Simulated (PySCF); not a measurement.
Consider ClF···H₂O₂.

```yaml
atoms:
  - { symbol: Cl, position_ang: [1.0252, -0.1774, -0.2379] }
  - { symbol: F, position_ang: [-0.6176, -0.0691, -0.1573] }
  - { symbol: O, position_ang: [3.8210, -1.0673, -1.4739] }
  - { symbol: O, position_ang: [3.4012, -0.3015, -0.3452] }
  - { symbol: H, position_ang: [3.6866, -0.4165, -2.1745] }
  - { symbol: H, position_ang: [3.6375, -0.9070, 0.3698] }
```

Geometry: PBE0-D3(BJ)/def2-TZVPD.

Method: wB97M-D3(BJ)/def2-TZVPD, SCF density, gas phase in PySCF 2.14.0.

Q: What will maps of the electron density and electron localisation function show?

A: O–O (1.43 Å): the density is about 2 e/Å³ at the midpoint; the ELF peaks at about 0.75 between the atoms, as expected for a shared electron pair.
O–H (0.97 Å): ρ at the midpoint is about 3.9 e/Å³; the ELF climbs to about 1 towards the hydrogen, as it does in any bond to H; an ordinary covalent bond to hydrogen.

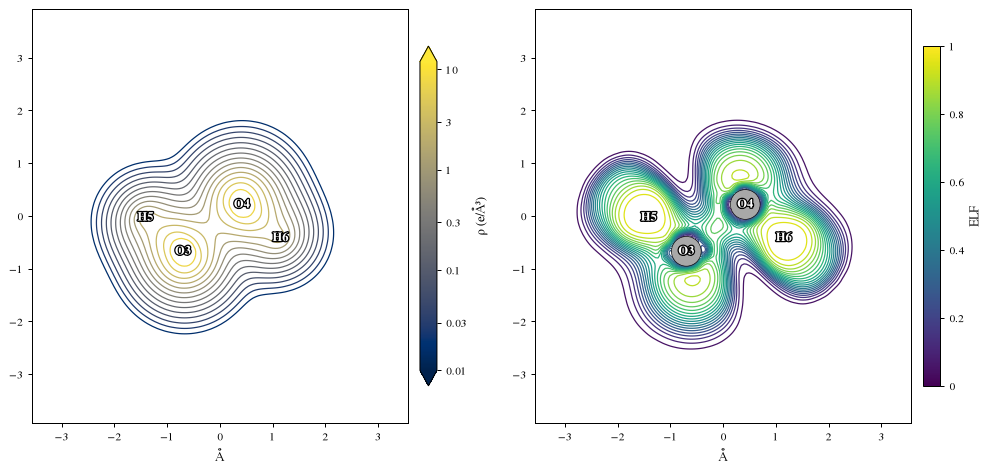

Computed electron density and electron localisation function on the plane of atoms O4, O3 and H5, in this order. Grey discs cover the atomic cores in the ELF map. 
